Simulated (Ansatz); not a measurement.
The reference is CdS in the zinc blende structure (space group F-43m, No. 216; a = 5.878 Å). Axes: x, y, z lie along the cube axes.

It is then changed as follows: biaxial strain −2.90 %, plane normal [001], relaxed out of plane (Cartesian); in-plane vectors clamped, the third vector and the atoms free.

Method: r2SCAN, PAW, 500 eV (Ansatz, an electronic-structure program; no spin-orbit coupling).

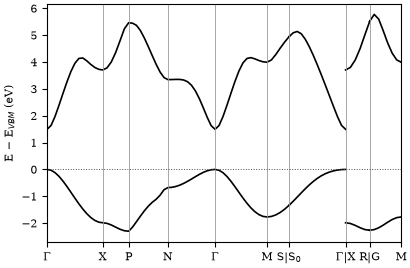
Figure: Highest valence and lowest conduction band along the path of the changed cell's own zone

### Question
From the figure, how large is the changed gap, and is it direct?

### Answer
About 1.5 eV, direct at Γ.

Gaps are read on the SCF mesh and a high-symmetry path. Whether these cells are dynamically stable was not tested. k-point labels follow each cell's own Brillouin zone.
